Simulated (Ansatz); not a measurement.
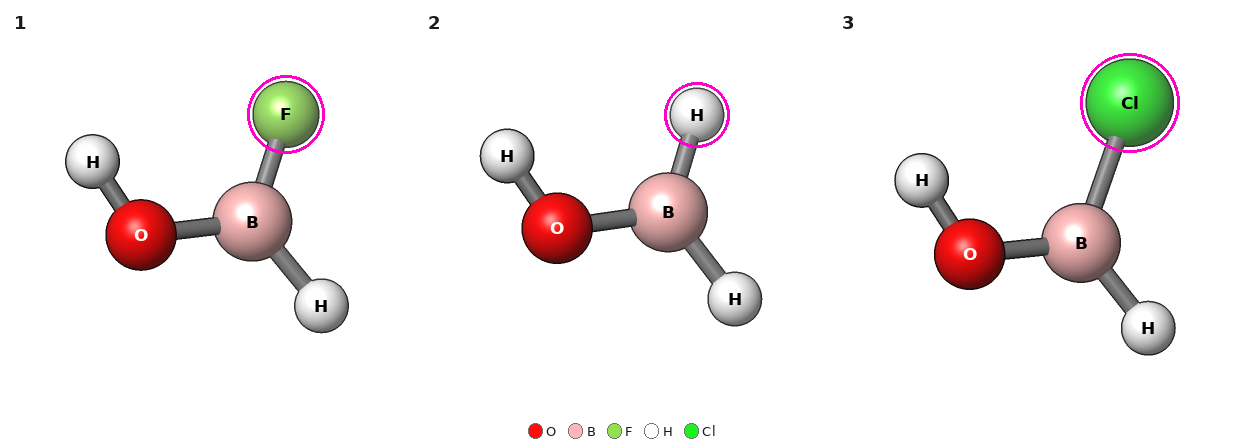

3 molecules with one skeleton, seen from the same side and at one scale; the atom that differs is circled. Each species is neutral and a spin singlet. Computed geometries: PBE0-D4/def2-TZVP optimisations, one conformation each. Properties computed with Ansatz 0.2.0.

One atom differs, called X below: F in panel 1, H in panel 2, Cl in panel 3. Their formulas are BFH2O (`OBF`), BH3O (`BO`), BClH2O (`OBCl`).

Rank them by the length of X–B, lowest first (PBE0-D4/def2-TZVP).

2 (H), 1 (F), 3 (Cl).

Rank them by the HOMO energy (Kohn–Sham orbital), lowest first (PBE-D4/def2-TZVPP).

1 (F), 3 (Cl), 2 (H).

Give the values. With PBE0-D4/def2-TZVP: length of X–B (Å), angle X–B–H (°), harmonic zero-point energy (kJ/mol). With PBE-D4/def2-TZVPP: dipole moment (D), HOMO energy (Kohn–Sham orbital) (eV), HOMO–LUMO gap (eV), vertical ionisation energy (eV).

| quantity | 1 (F) | 2 (H) | 3 (Cl) |
| --- | --- | --- | --- |
| length of X–B (Å) | 1.332 | 1.202 | 1.766 |
| angle X–B–H (°) | 119.6 | 122.5 | 119.2 |
| dipole moment (D) | 1.13 | 1.59 | 1.17 |
| HOMO energy (Kohn–Sham orbital) (eV) | −8.70 | −7.36 | −7.71 |
| HOMO–LUMO gap (eV) | 8.06 | 5.92 | 6.31 |
| vertical ionisation energy (eV) | 12.87 | 11.45 | 11.57 |
| harmonic zero-point energy (kJ/mol) | 79.7 | 93.0 | 76.1 |
